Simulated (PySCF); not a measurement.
The calculation's input:

```
{"job": {"kind": "inter", "xc": "PBE0", "basis": "def2-SVP", "disp": "d3bj"}, "charge": -1, "multiplicity": 1, "parts": [{"atoms": "0-17", "charge": 0, "multiplicity": 1}, {"atoms": "18-27", "charge": -1, "multiplicity": 1}]}
C     -2.414342    -0.701581     0.003492
C     -2.414057     0.702276     0.000149
C     -1.234421     1.392002    -0.002606
C      0.000065     0.709415    -0.001378
C      1.234539     1.392040     0.001588
C      2.414066     0.702215     0.001896
C      2.414206    -0.701645     0.000344
C      1.235037    -1.392210    -0.001588
C      0.000011    -0.710418    -0.001762
C     -1.235104    -1.392094    -0.000135
H     -3.356490    -1.230376     0.009289
H     -3.355908     1.231552    -0.000412
H     -1.229422     2.473129    -0.005575
H      1.229167     2.473180     0.004170
H      3.355809     1.231564     0.004357
H      3.356091    -1.230745     0.001644
H      1.230850    -2.473291    -0.001122
H     -1.230750    -2.473191    -0.000953
C      0.466861     1.089619     3.600007
C      1.180790    -0.107265     3.600018
C      0.262813    -1.155928     3.599964
C     -1.018310    -0.607213     3.600041
C     -0.892154     0.780786     3.599971
H      0.894816     2.089086     3.600126
H      2.263708    -0.205137     3.599087
H      0.503134    -2.216315     3.598692
H     -1.951679    -1.164993     3.601837
H     -1.709557     1.497756     3.599077
```

Command:

```sh
OMP_NUM_THREADS=1 python cluster_run.py task.json out
```

Geometry: GFN2-xTB parts, rigid stack.

All numbers below come from PySCF 2.14.0, PBE0-D3(BJ)/def2-SVP, SCF density, gas phase.

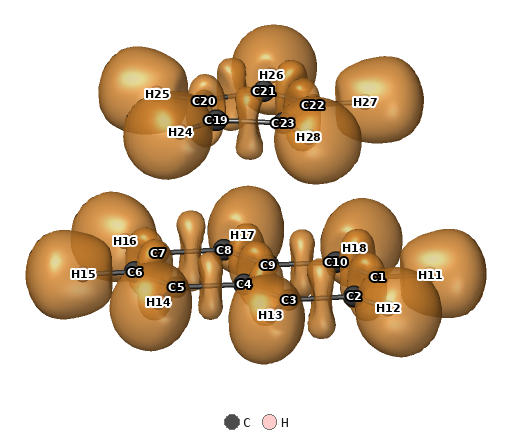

C10H8···C5H5 (charge −1). Isosurface of the ELF at 0.8 (orange), seen at a tilt. Only the valence region is drawn (cores and ρ < 0.01 e/Å³ removed).

Identify the bonds, lone pairs and shells in this picture.

Answer. At this value the surface marks out 16 regions between bonded C–C atoms (shared pairs) and 13 regions around hydrogen nuclei. Profiles from the grid: C9···C21 (3.64 Å): the ELF dips to about 0 between them (a weak contact between the two molecules). C–C (1.37 Å): the ELF peaks at about 0.95 between the atoms; a covalent bond.
